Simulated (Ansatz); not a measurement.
# Profile along the P–Al line in AlP (zinc blende)

AlP (zinc blende)

```
CELL_PARAMETERS angstrom
      0.00000     2.73525     2.73525
      2.73525     0.00000     2.73525
      2.73525     2.73525     0.00000
ATOMIC_POSITIONS crystal
  P  0.25000 0.25000 0.25000
  Al 0.00000 0.00000 0.00000
```

Fields along a shortest P–Al line of a {110} plane (2.37 Å), from P to Al, interpolated on the slice's grid (step about 0.2 Å). All values below come from PBEsol (plane waves to 420 eV, PAW, scalar-relativistic; Ansatz, an electronic-structure program). k mesh 10×10×10. Near the nuclei the fields are pseudised (PAW); where an atom keeps semicore shells as valence, they peak there. AlP was relaxed with its symmetry unable to fall.

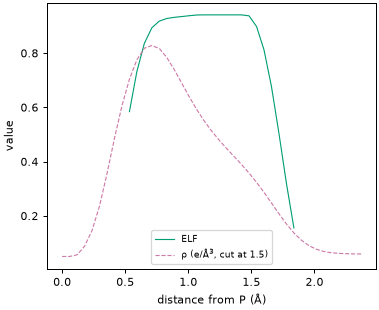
Fig. 1. ELF (away from the nuclei) and valence density from P to Al.

Density on the P–Al line (2.37 Å) at its midpoint: 0.51 e/Å³. ELF at that point: 0.9. ELF maximum in the middle third of the P–Al line: 0.94, 1.3 Å from P.
